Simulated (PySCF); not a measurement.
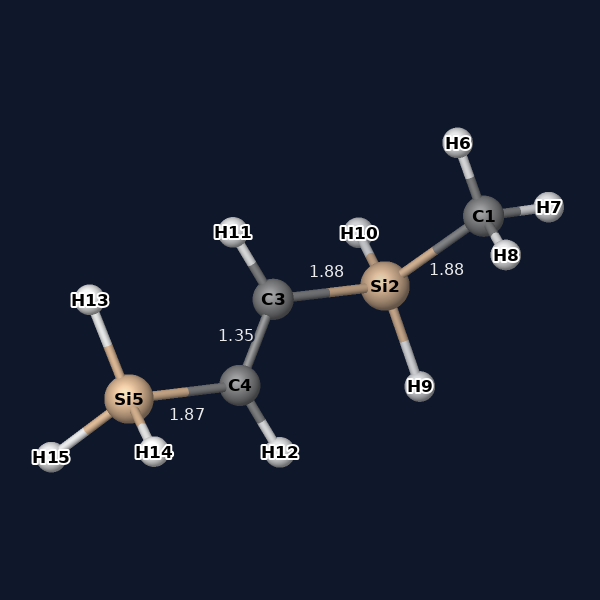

Bond lengths are marked in Å; every bond is drawn as one stick. The computed structure is the end point of a PBE0-D3(BJ)/def2-SVP optimisation. No frequency run is at hand to confirm it as a minimum.

**Assign a bond order to each marked bond.**

C1–Si2 single; Si2–C3 single; C3–C4 double; C4–Si5 single.

**Give the structure as SMILES.**

C[SiH2]/C=C/[SiH3]
